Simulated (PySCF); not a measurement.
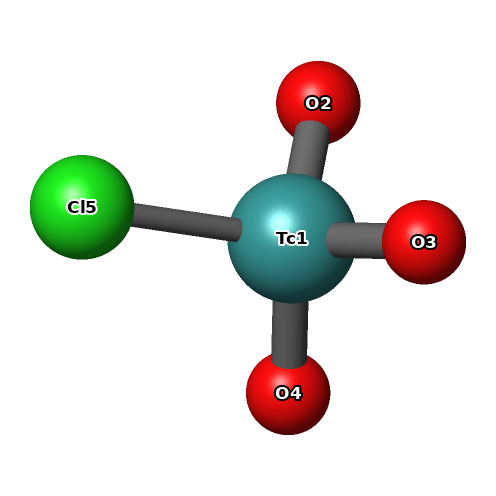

The thickness of each stick grows with its Mayer bond order. The species is neutral and a spin singlet. Computed geometry: PBE0/def2-SVP with core potentials optimisation. Method: PBE0/def2-SVP, core potentials on Tc (PySCF 2.14.0).

List the Mayer bond orders of Tc1–O2, Tc1–Cl5 (one bond of each equivalent set).

```tsv
bond	Mayer order	length (Å)
Tc1–O2	1.89	1.659
Tc1–Cl5	1.15	2.234
```

The search tried a few shapes and spins; others may lie lower.
